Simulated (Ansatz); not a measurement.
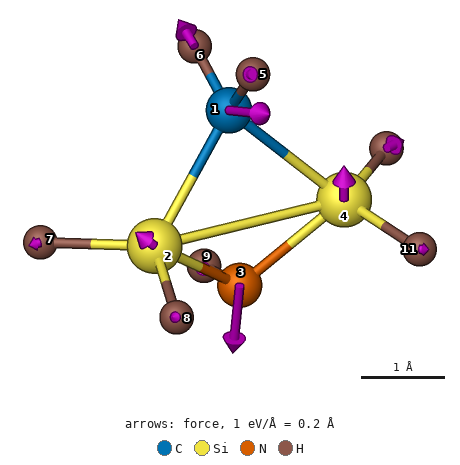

Starting geometry of CH₇NSi₂ (coarse preliminary run) with the computed forces as purple arrows. Style: ball-and-stick. Shown from a free direction.

The start comes from a force field.

The calculation used Ansatz, RKS PBE-D4/def2-SVP.

The input:
```yaml
crystal:
  periodic: [false, false, false]
  atoms:
    - {symbol: C, position_ang: [-0.967800, -0.340800, -0.512800]}
    - {symbol: Si, position_ang: [-0.344100, -0.075600, 1.227600]}
    - {symbol: N, position_ang: [1.188800, 0.016300, 0.528700]}
    - {symbol: Si, position_ang: [0.703900, 0.530000, -0.981800]}
    - {symbol: H, position_ang: [-1.909900, 0.271400, -0.782000]}
    - {symbol: H, position_ang: [-1.114000, -1.318600, -0.847500]}
    - {symbol: H, position_ang: [-0.395000, -1.279300, 2.077300]}
    - {symbol: H, position_ang: [-0.652600, 1.231500, 1.861400]}
    - {symbol: H, position_ang: [1.587500, -0.911900, 0.490700]}
    - {symbol: H, position_ang: [1.388100, -0.177100, -2.014500]}
    - {symbol: H, position_ang: [0.580600, 1.997000, -1.026500]}
basis:
  gaussian: {orbitals: def2-SVP}
hamiltonian: {xc: pbe, dispersion: d4}
relax: {f_tol: 0.03, max_steps: 200}
```

Launched with:
```bash
ansatz run in.yaml --threads 2 --pin off --events-out ev --progress --plain --max-ram 4352MiB
```

> Is this structure relaxed? If not, where do the atoms go?

It isn't relaxed: the largest force vector, on C1, is 5.20 eV/Å. The final displacements have little in common with the starting forces (cosine between the two patterns 0.10). After 8 geometry steps the energy has fallen by 155.2 kJ/mol. The largest force component goes from 4.5 to 0.027 eV/Å. The largest move after the best rigid fit is that of H9, 1.34 Å. By element the largest moves are H 1.34 Å, C 0.24 Å, Si 0.23 Å, N 0.11 Å. Near-neighbour distances that change, for instance: Si2–Si4 2.519 → 2.621 Å, N3–Si4 1.668 → 1.764 Å, Si4–H10 1.426 → 1.509 Å, Si2–N3 1.687 → 1.764 Å. Among the angles between lasting bonds that change: Si2–N3–H9 108.9° → 132.0°, Si2–Si4–H11 103.4° → 125.3°, Si4–Si2–H8 104.4° → 125.3°. Cost: 18 s on 2 threads of Arm Neoverse V2, with other jobs on the host.
